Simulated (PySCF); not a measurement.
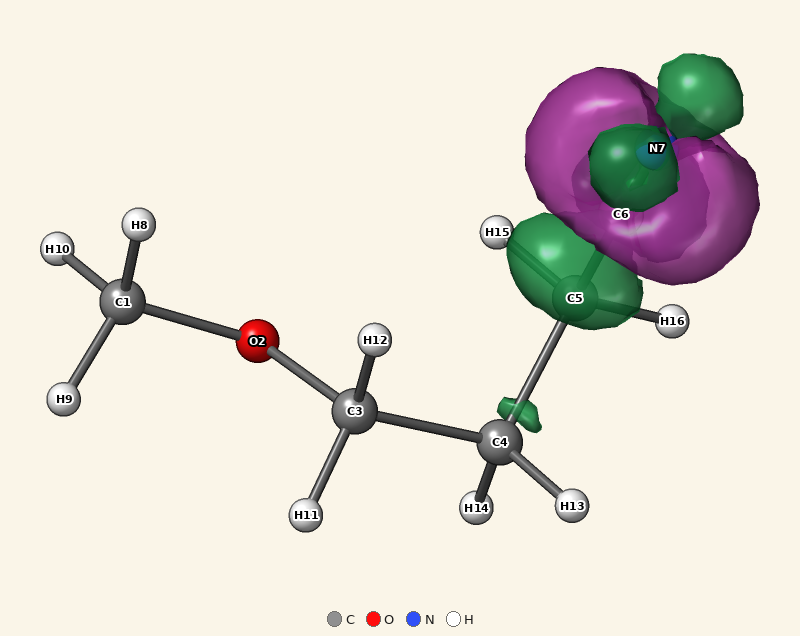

Figure 1: C₅H₉NO, SMILES `COCCCC#N`. Unrelaxed difference density of S₁ less the ground state (TDA singlet states), ±0.04 e/Å³; green: gain, purple: loss.

PySCF calculation, ωB97X/6-31G*, gas phase; geometry: GFN2-xTB. No frequency check shows the geometry to be a minimum. Without diffuse functions Rydberg states are missing, so the states' numbers hold for this basis only.

Cartesian coordinates (Å):

```
C1      -2.5953    0.8213   -0.1623
O2      -1.5617   -0.0940   -0.4095
C3      -0.7685   -0.3529    0.7276
C4       0.3541   -1.3053    0.3294
C5       1.2800   -0.6578   -0.7082
C6       1.9857    0.4637   -0.1456
N7       2.5397    1.3498    0.3186
H8      -2.1977    1.7907    0.1630
H9      -3.2821    0.4472    0.6073
H10     -3.1333    0.9449   -1.0999
H11     -1.3838   -0.8050    1.5219
H12     -0.3469    0.5873    1.1173
H13      0.9190   -1.5845    1.2203
H14     -0.0862   -2.2031   -0.1061
H15      0.6782   -0.3056   -1.5501
H16      2.0132   -1.3820   -1.0730
```

Q: How does the charge move on excitation?

A: 0.41 e is displaced in all, mostly between regions of the same atoms. The state: 8.02 eV (155 nm), f = 0.000 (very weak); the leading pair carries 69 %; hole on N7 (52 %), C6 (36 %) and C5 (5 %), electron on N7 (41 %), C6 (38 %) and C5 (8 %) (shares are of the whole state, not of the leading pair alone); their centroids lie 0.2 Å apart.
